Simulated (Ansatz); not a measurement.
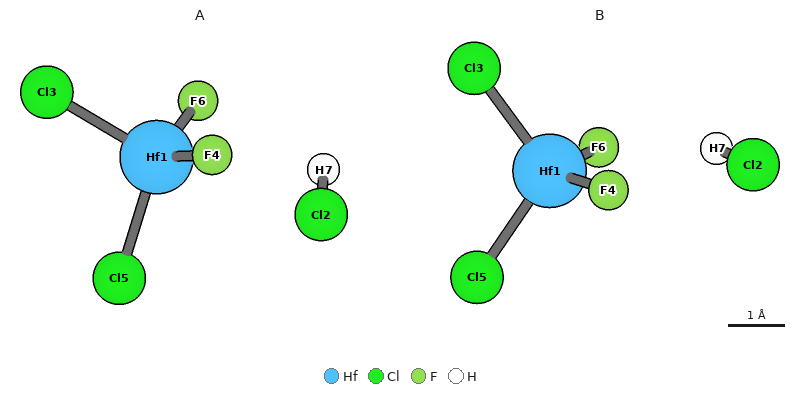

Two geometries of HfHCl$_{3}$F$_{2}$, drawn at one scale. One is the start of a relaxation, the other its converged end. Style: ball-and-stick. Shown at a tilt.

Level of theory: RHF/def2-SVP in Ansatz 0.2.0. Settings: no spin polarisation; force threshold 0.03 eV/Å; at most 50 steps.

### Which of the two is the end point?

Structure A is the relaxed one. The run prepares an end point of a later path (reaction) calculation, from a guessed geometry. The energy falls by 19.2 kJ/mol in 19 accepted moves (22 points after the start). The largest force component goes from 1.2 to 0.0024 eV/Å. The line search rejected the trial steps at points 3, 7, 20 of the run. The forces were under the threshold at step 6, but the run went on from there. The largest move after the best rigid fit is that of Cl2, 1.08 Å. By element the largest moves are Cl 1.08 Å, F 0.89 Å, H 0.41 Å, Hf 0.28 Å. Some distances before and after: Hf1–Cl2 3.723 → 3.251 Å, Cl2–H7 1.322 → 1.276 Å, Hf1–F6 1.951 → 1.916 Å, Hf1–Cl5 2.356 → 2.374 Å. Among the angles between lasting bonds that change: F4–Hf1–Cl5 107.0° → 113.3°, Cl3–Hf1–Cl5 110.8° → 106.2°, F4–Hf1–F6 118.8° → 115.1°.

Limits of the set-up: Hartree-Fock leaves out electron correlation.
